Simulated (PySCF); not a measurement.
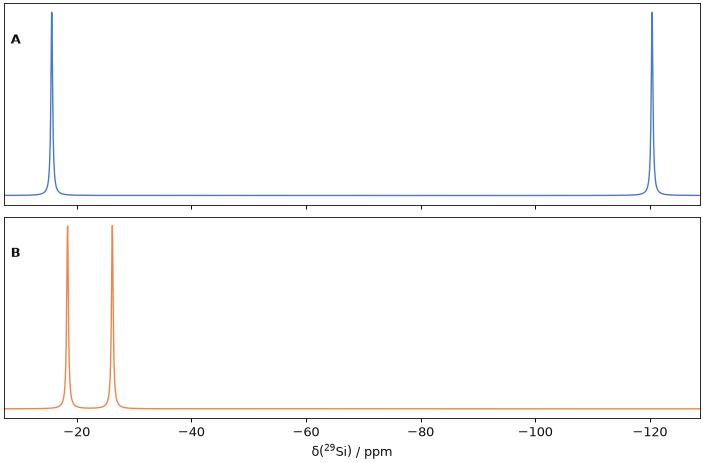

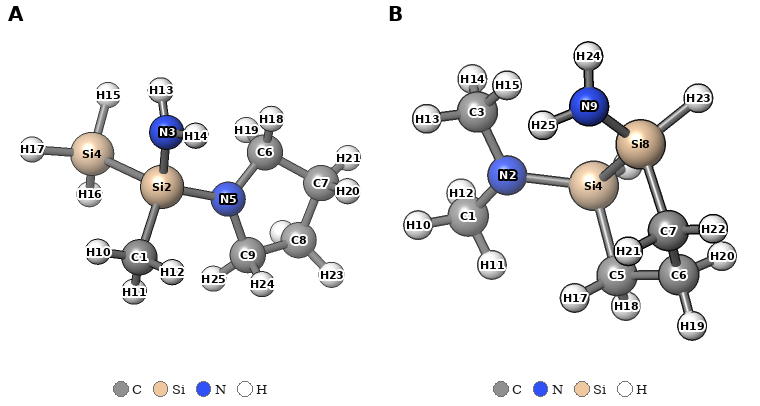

Related molecules: A is C₅H₁₆N₂Si₂, SMILES C[Si@](N)([SiH3])N1CCCC1; B is C₅H₁₆N₂Si₂, SMILES CN(C)[Si@@H]1CCC[Si@@H]1N. GIAO ²⁹Si shifts against TMS, KT3/pcSseg-1 with PySCF, at a PBE0-D3(BJ)/def2-SVP geometry (no frequency check); fully decoupled, line heights follow the number of nuclei within a panel, widths are arbitrary (no quadrupolar broadening); values of one conformer, averaged over nuclei that symmetry, rotation about single bonds, ring flips or inversion at nitrogen exchange, these motions taken as fast; other conformers aren't averaged in.

Assign the ²⁹Si signals of each molecule.

A: −15.7 (Si2); −120.4 (Si4)
B: −18.4 (Si8); −26.2 (Si4)
